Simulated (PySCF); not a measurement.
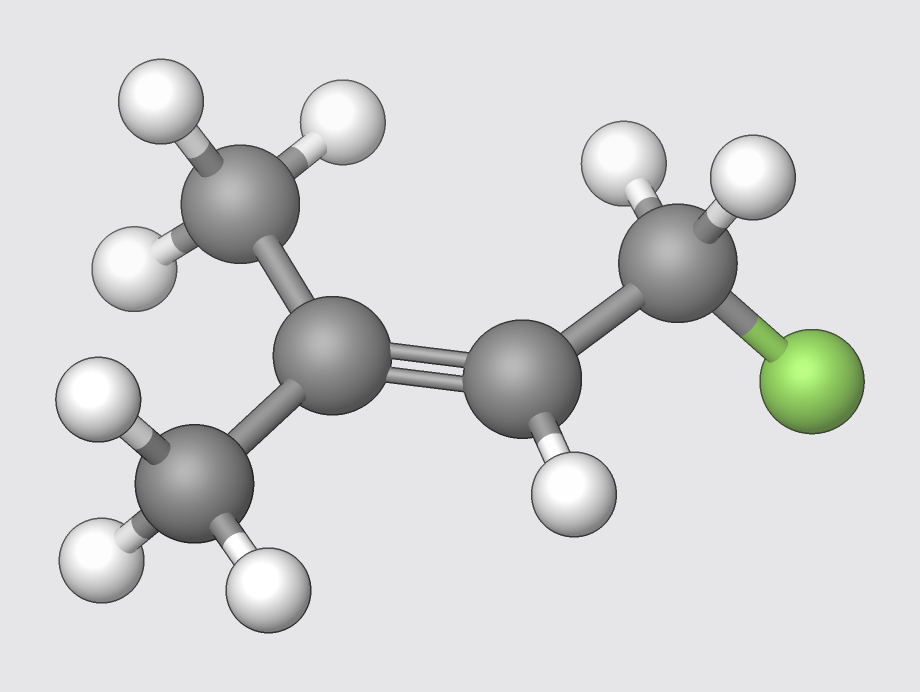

Double and triple bonds are drawn as two and three sticks. Colours: carbon grey, fluorine green, hydrogen white.

Description:

Formula C₅H₉F. Its SMILES string is `CC(C)=CCF`. It has no ring. Among its groups: alkene, C–F bond. The point group is C1. Coordination: 3 C tetrahedral; 2 C trigonal planar.

More results for the same structure follow; atom numbers are the same in all pictures, views and colours differ. The computed structure is the end point of a PBE0-D3(BJ)/def2-SVP optimisation. No frequency run is at hand to confirm it as a minimum.

**Levels of theory compared**

No frequency run is at hand to confirm it as a minimum. Program: PySCF 2.14.0.

At this fixed geometry, give HOMO energy (eV), HOMO–LUMO gap (eV) at these levels: BHandHLYP/aug-pcX-1 (pcseg-1 on H); CAM-B3LYP/def2-SVPD; CAM-B3LYP/def2-SVPD in chloroform (IEF-PCM); CAM-B3LYP/def2-SVPD in dimethylsulfoxide (IEF-PCM); PBE0/pcSseg-1 in chloroform (IEF-PCM); PBE0/pcSseg-1 in dimethylsulfoxide (IEF-PCM).

| level | HOMO energy (eV) | HOMO–LUMO gap (eV) |
| --- | --- | --- |
| BHandHLYP/aug-pcX-1 (pcseg-1 on H) | −8.16 | 8.78 |
| CAM-B3LYP/def2-SVPD | −8.50 | 9.70 |
| CAM-B3LYP/def2-SVPD in chloroform (IEF-PCM) | −8.38 | 9.67 |
| CAM-B3LYP/def2-SVPD in dimethylsulfoxide (IEF-PCM) | −8.36 | 9.65 |
| PBE0/pcSseg-1 in chloroform (IEF-PCM) | −7.06 | 7.36 |
| PBE0/pcSseg-1 in dimethylsulfoxide (IEF-PCM) | −7.05 | 7.36 |

**Polarisability**

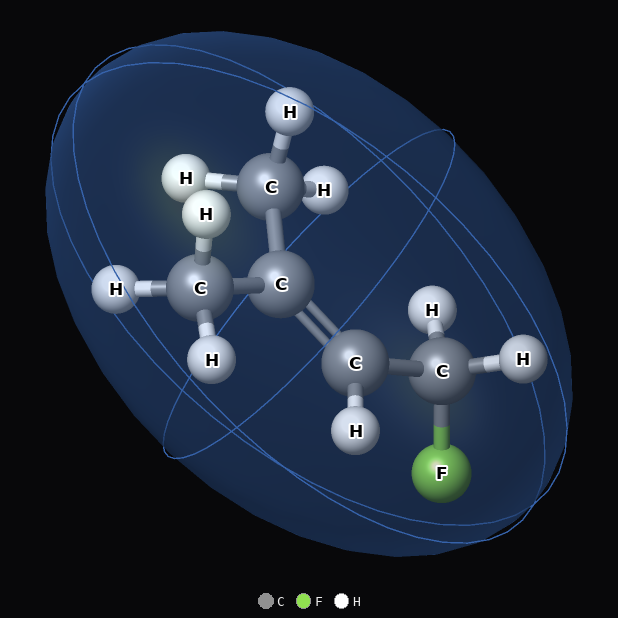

The ellipsoid shows the static dipole polarisability: its half-axes are proportional to the principal values. No frequency run is at hand to confirm it as a minimum. Computed with CAM-B3LYP/def2-SVPD in dimethylsulfoxide (IEF-PCM) (PySCF 2.14.0).

Give the principal values, the mean and the anisotropy.

Answer. Principal values 69.8, 81.2, 109.2 bohr³; mean 86.7 bohr³ (12.85 Å³); anisotropy 35.1 bohr³, so the longest axis is 1.56 times the shortest.

**Excitation**

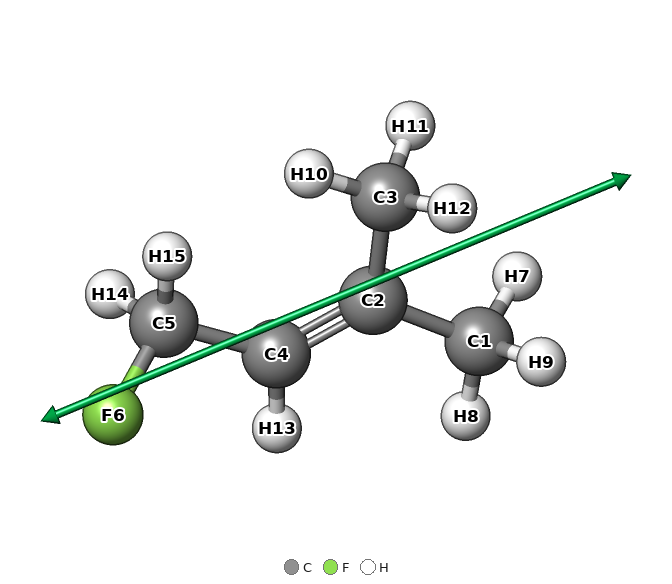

The double arrow shows the direction of the transition dipole to excited singlet state 1 (its length means nothing). No frequency run is at hand to confirm it as a minimum. Properties computed with TDDFT CAM-B3LYP/def2-SVPD, vertical, IEF-PCM chloroform (non-equilibrium linear response), core orbitals frozen in the response (PySCF 2.14.0).

How is the transition polarised?

Answer. Nearly parallel to the C2–C4 bond.

Where does the transition lie, and how strong is it?

Answer. 6.77 eV (183 nm), oscillator strength 0.59, mainly HOMO → LUMO (weight 0.87); transition dipole 4.80 D.
